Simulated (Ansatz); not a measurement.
Cell of (CdS)5/(CdSe)3 wurtzite (10-10) superlattice on CdSe, with its geometry taken from a PBE run:

```xyz
32
Lattice="4.3832 0.0000 0.0000 0.0000 7.1544 0.0000 0.0000 0.0000 28.7325" Properties=species:S:1:pos:R:3 pbc="T T T"
Cd     0.0000     0.0663     0.0711
S      0.0000     2.6873     0.1084
Cd     2.1916     3.6359     1.1820
S      2.1916     6.2653     1.1283
Cd     2.1916     0.0519     3.5266
S      2.1916     2.6878     3.5863
Cd     0.0000     3.6263     4.6622
S      0.0000     6.2617     4.5922
Cd     0.0000     0.0479     6.9946
S      0.0000     2.6832     7.0654
Cd     2.1916     3.6251     8.1350
S      2.1916     6.2604     8.0642
Cd     2.1916     0.0491    10.4675
S      2.1916     2.6844    10.5374
Cd     0.0000     3.6291    11.6030
S      0.0000     6.2650    11.5433
Cd     0.0000     0.0586    13.9477
S      0.0000     2.6881    14.0013
Cd     2.1916     3.6435    15.0586
S      2.1916     6.2645    15.0212
Cd     2.1916    -0.0537    17.4595
Se     2.1916     2.6461    17.5477
Cd     0.0000     3.5379    18.8042
Se     0.0000     6.2265    18.7384
Cd     0.0000    -0.0361    21.2699
Se     0.0000     2.6498    21.3312
Cd     2.1916     3.5411    22.5923
Se     2.1916     6.2271    22.5310
Cd     2.1916    -0.0393    25.0580
Se     2.1916     2.6493    25.1238
Cd     0.0000     3.5235    26.4026
Se     0.0000     6.2233    26.3145
```

Method: HSE06 with spin-orbit coupling (plane waves to 420 eV, PAW; Ansatz, a quantum-chemistry and plane-wave program).  Its k-point mesh 4×3×1, Fermi–Dirac width 0.01 eV. HSE06 ran on meshes of its own (4×3×1); its edges and gaps are taken over the mesh and over extra points off it, mostly where PBE has its edges.

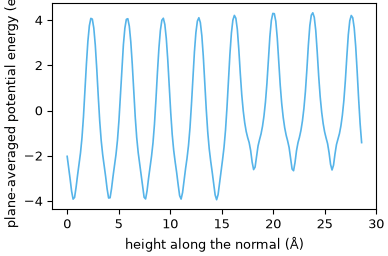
Smooth (PAW) electrostatic potential energy of an electron, averaged over planes, about its mean

The curve spans 8.3 eV over the stretch drawn.
